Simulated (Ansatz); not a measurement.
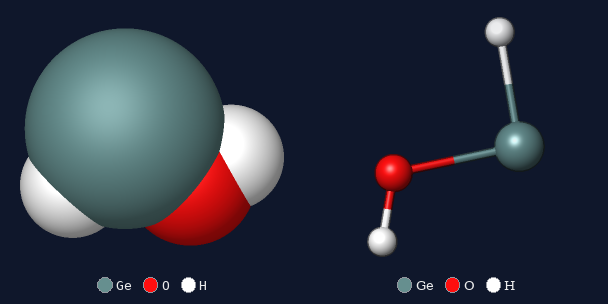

Two views of one molecule.

The computed structure is the end point of a PBE0-D4/def2-TZVP optimisation.

Describe the molecule.

Formula GeH₂O. This geometry has Cs symmetry. All atoms lie on one plane. Coordination: 1 Ge bent; 1 O bent.

More results for the same structure follow; atom numbers are the same in all pictures, views and colours differ.

## Vibrations

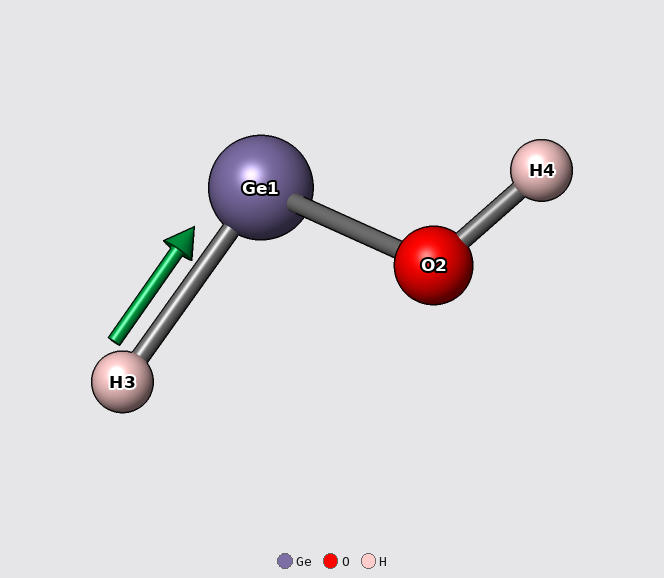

The arrows show one normal mode. Harmonic vibrations computed with RKS PBE0-D4/def2-TZVP (Ansatz 0.2.0) at a stationary point of the same level.

> Describe the motion.

Mostly Ge–H stretching.

> At what wavenumber does it lie?

1906 cm⁻¹; it is mode 5 of 6 counted from the lowest.

## Dipole moment

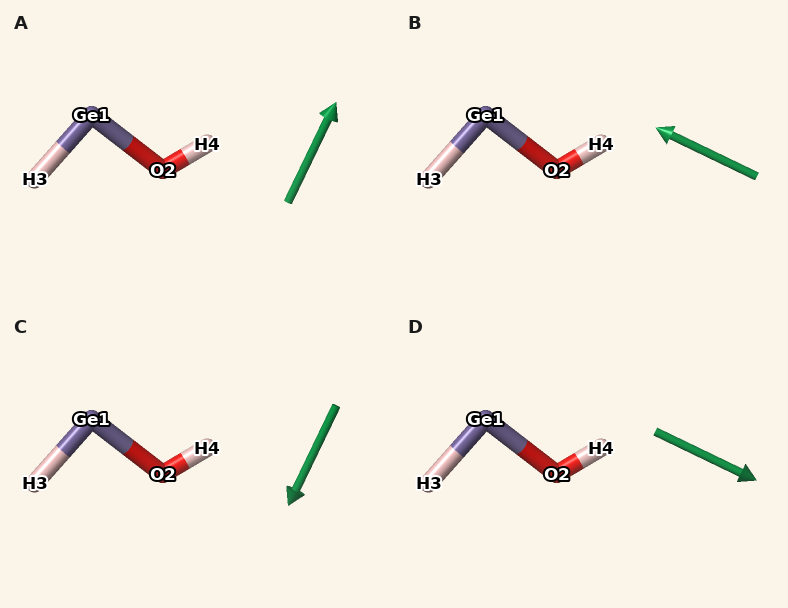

The same molecule four times, each with an arrow. Method: RKS PBE0-D4/def2-TZVP (Ansatz 0.2.0).

> Which arrow points along the dipole moment, from the negative to the positive end?

A. The dipole moment is 1.45 D; it points from the side of H3 to the side of H4 (the outermost atoms at the two ends).

## Thermal motion

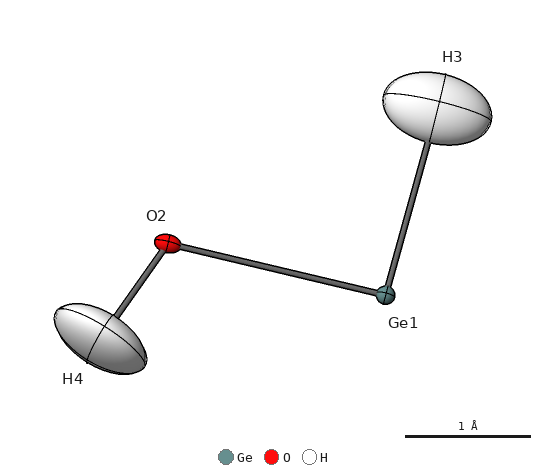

Displacement ellipsoids at the 50 % level, enlarged 2 times, from the internal vibrations of the free molecule (harmonic, no overall translation or rotation; no half-axis is drawn under 0.075 Å). Vibrations computed with RKS PBE0-D4/def2-TZVP (Ansatz 0.2.0). Temperature: 0 K (zero-point motion alone).

Give the displacement parameters, one line for each set of equivalent atoms.

| atom | U_eq (Å²) | rms amplitudes (Å) |
| --- | --- | --- |
| Ge1 | 0.00002 | 0.001, 0.002, 0.008 |
| O2 | 0.00048 | 0.010, 0.010, 0.035 |
| H3 | 0.0116 | 0.077, 0.093, 0.142 |
| H4 | 0.0137 | 0.065, 0.134, 0.138 |

## Electronic properties

Level of theory: RKS PBE0-D4/def2-TZVPP (Ansatz 0.2.0).

> Estimate the LUMO energy (Kohn–Sham orbital).

−2.24 eV.

> Give the HOMO energy (Kohn–Sham orbital) at this level.

−6.72 eV.
